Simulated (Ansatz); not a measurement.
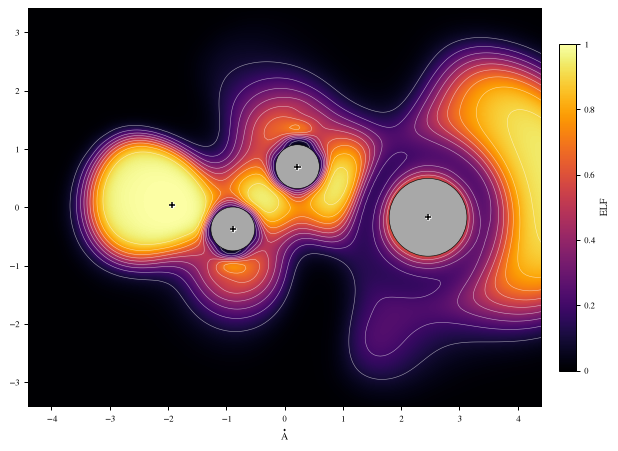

The electron localisation function on a plane through atoms (crosses mark nuclei in the plane; grey discs cover the cores).

These are results of Ansatz, isolated molecule in a Gaussian basis; Kohn-Sham density functional theory, functional PBE0, not measurements.

Candidates:
A. CH3BrClSi (doublet)
B. C2H6In (charge −1)
C. C3H11FGaN

Question: Which system is this?

Answer: Candidate B: C2H6In on the plane of atoms C1, C2 and H6, which holds C, In and H. C–C (1.54 Å): the ELF peaks at about 0.95 between the atoms (localised, covalent bonding). C–In (2.40 Å): the ELF peaks at about 0.95 in the valence shell of C, 0.8 Å from its nucleus, and drops to about 0.15 between the two atoms.
